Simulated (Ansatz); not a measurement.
# BClFH3Si: vertical energies of changing the electron count

What does it cost to change the electron count of BClFH3Si? Aim: vertical energies of changing the electron count, for BClFH3Si, run from a script. SMILES: FB([SiH3])Cl.

All numbers are computed with Ansatz 0.2.0, driven from Python. Level of theory: CAM-B3LYP/def2-SVPD.

## 1. The structure

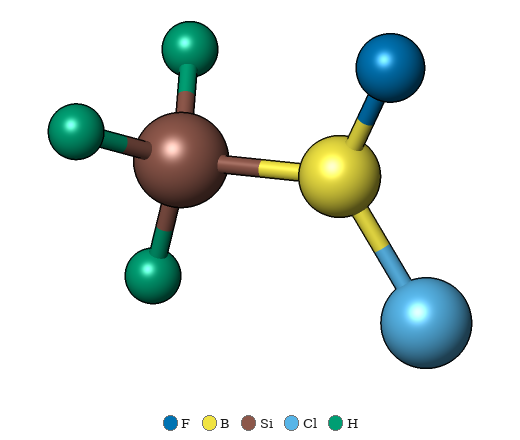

The structure that the script starts from, seen from a chosen angle (fluorine blue, boron yellow, silicon brown, chlorine blue, hydrogen teal).

The script holds or builds the structure itself.

## 2. The script

run_ip.py

```python
# -*- coding: utf-8 -*-
"""Removing and adding an electron on BClFH3Si at fixed geometry."""

import ansatz as az


def energy(molecule, charge=0, unpaired=0):
    calc = (
        molecule.calculation()
        .basis(gaussian="def2-SVPD")
        .functional("cam_b3lyp")
    )
    if charge:
        calc = calc.charge(charge)
    if unpaired:
        calc = calc.spin("collinear", total=unpaired)
    return calc.run(threads=1, backend="cpu").report["free_energy_ev"]

geometry_ang = [
    ("F", [-0.7638, -1.7329, 1.2216]),
    ("B", [-0.6854, -0.8575, 0.0367]),
    ("Si", [0.5154, 0.6467, 0.0329]),
    ("Cl", [-1.609, -1.2049, -1.4701]),
    ("H", [0.499, 1.3226, -1.2713]),
    ("H", [0.165, 1.6, 1.1101]),
    ("H", [1.9399, 0.158, 0.2945]),
]
system = az.Crystal.molecule()
for symbol, xyz in geometry_ang:
    system = system.atom(symbol, xyz)

# delta-SCF style differences, no relaxation
parent = energy(system, 0, 0)
cation = energy(system, 1, 1)
print(f"E(N)   = {parent:.5f} eV")
print(f"E(N-1) = {cation:.5f} eV  (1 unpaired)")
print(f"vertical ionisation energy {cation - parent:.3f} eV")
anion = energy(system, -1, 1)
print(f"E(N+1) = {anion:.5f} eV  (1 unpaired)")
print(f"vertical electron affinity {parent - anion:.3f} eV" + ("" if anion < parent else " (unbound in this basis)"))
print(f"fundamental gap IP - EA = {cation + anion - 2 * parent:.3f} eV")
```

## 3. The calls as engine input

The engine receives this input (first run):

```yaml
crystal:
  periodic: [false, false, false]
  atoms:
    - { symbol: F, position_ang: [-0.7638, -1.7329, 1.2216] }
    - { symbol: B, position_ang: [-0.6854, -0.8575, 0.0367] }
    - { symbol: Si, position_ang: [0.5154, 0.6467, 0.0329] }
    - { symbol: Cl, position_ang: [-1.609, -1.2049, -1.4701] }
    - { symbol: H, position_ang: [0.499, 1.3226, -1.2713] }
    - { symbol: H, position_ang: [0.165, 1.6, 1.1101] }
    - { symbol: H, position_ang: [1.9399, 0.158, 0.2945] }
basis:
  gaussian:
    orbitals: def2-SVPD
hamiltonian:
  xc: cam_b3lyp
```

## 4. Launch

The run is started by

```sh
> python run_ip.py
```

The log of the run:

```text
E(N)   = -23834.70939 eV
E(N-1) = -23823.28553 eV  (1 unpaired)
vertical ionisation energy 11.424 eV
E(N+1) = -23835.24138 eV  (1 unpaired)
vertical electron affinity 0.532 eV
fundamental gap IP - EA = 10.892 eV
```

It took 23 s on 1 thread of Arm Neoverse V2, shared host; peak memory 0.45 GiB.

## 5. Inputs of later runs

The engine's inputs for the other runs:

Run 2, against run 1:

```diff
@@ -15,0 +16,4 @@
+magnetization:
+  spin_polarized: true
+  initial_magnetization: 1.0
+total_charge: 1.0
```

Run 3, against run 1:

```diff
@@ -15,0 +16,4 @@
+magnetization:
+  spin_polarized: true
+  initial_magnetization: 1.0
+total_charge: -1.0
```

## 6. The engine's runs

The 3 runs, in the order started:

| run | system | unpaired or total moment | energy (eV) | <S²> | SCF cycles | CPU time (s) |
| --- | --- | --- | --- | --- | --- | --- |
| 1 | BClFH3Si | not set | -23834.7094 | 0.00 | 15 | 3.4 |
| 2 | BClFH3Si, charge +1 | 1 | -23823.2855 | 0.76 | 43 | 13 |
| 3 | BClFH3Si, charge -1 | 1 | -23835.2414 | 0.75 | 19 | 6.9 |

Totals carry meaning only in balanced differences at one level of theory.

## 7. Summary of results

| quantity | value |
| --- | --- |
| vertical ionisation energy | 11.424 eV |
| vertical electron affinity | 0.532 eV |
| runs compared | 3 |

What this shows: The ionisation energy is a difference of two total energies at the neutral geometry. The anion lies below the neutral molecule at this geometry. At this unrelaxed geometry removing an electron costs 11.42 eV and adding one releases 0.53 eV. The geometry is a force-field or estimated start, not a minimum of this method, and the basis set is short of its limit. All parts are taken at fixed geometry, without zero-point energy. At an unrelaxed start these energies can be a whole eV from those at the minimum, and a small affinity can change sign.
